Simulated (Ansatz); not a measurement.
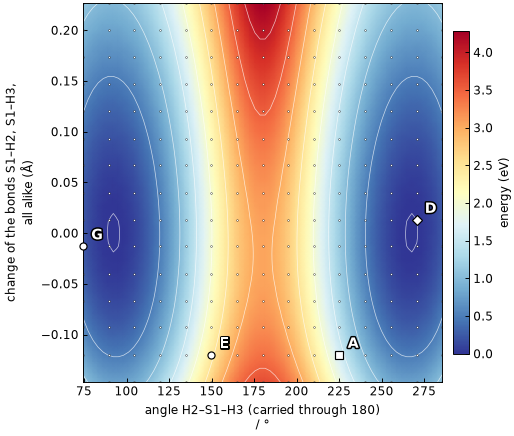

H2S, SMILES S. First axis: angle H2–S1–H3 (carried through 180). Second axis: change of the bonds S1–H2, S1–H3, all alike. Nothing is relaxed (all other coordinates rigid). The grid has 15 × 15 points; 120 points were computed and 105 follow by symmetry. Points are written as (first, second). Energies: eV, counted from the lowest grid point. All numbers below come from Ansatz, RKS r2SCAN0-D4/def2-TZVP.

In the figure: a smooth colour map with a few white contour lines, dots at the grid points, lettered points. Between grid points the surface is interpolated.

> Rank the lettered points by energy, lowest first.

D (0.00 eV), G (0.25 eV), A (1.63 eV), E (2.42 eV).

> What kind of point is each of A, D, E: minimum, saddle, maximum or slope?

A: on a slope; D: minimum; E: on a slope. (In these two coordinates alone; a stationary point may lie a little off the grid point.)
